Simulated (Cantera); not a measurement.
Charge: 1 mol SiH4, 0.008 mol C3H8, 36 mol H2, held at 2325 K.

Equilibrium computed with Cantera from the NASA thermochemical tables; the gas is ideal and each condensed phase is pure. Candidate condensed phases: C, C6H6, C7H8, C8H18, Si, SiC; 87 gas species. Mutual solubility and eutectic melting of coexisting phases are not modelled. Gases not in the tables: Si2H6 and higher silanes. The numbers say what is thermodynamically allowed, not how fast it happens.

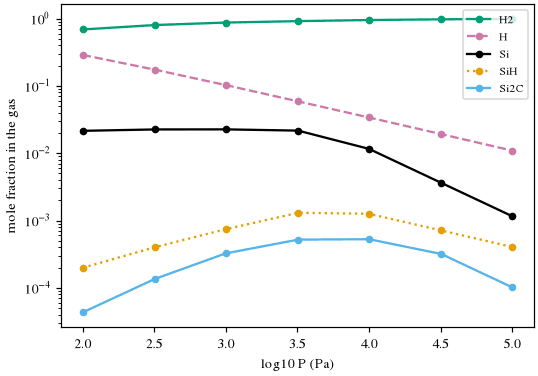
Figure. Equilibrium gas composition (values under 1e-9 drawn at 1e-9)

From 1.00 mbar to 32.0 mbar nothing is condensed. At 0.100 bar the condensed part is Si(l). From 0.320 bar to 1.00 bar the condensed part is Si(l) + SiC(s). The main Si-bearing gas is Si throughout.
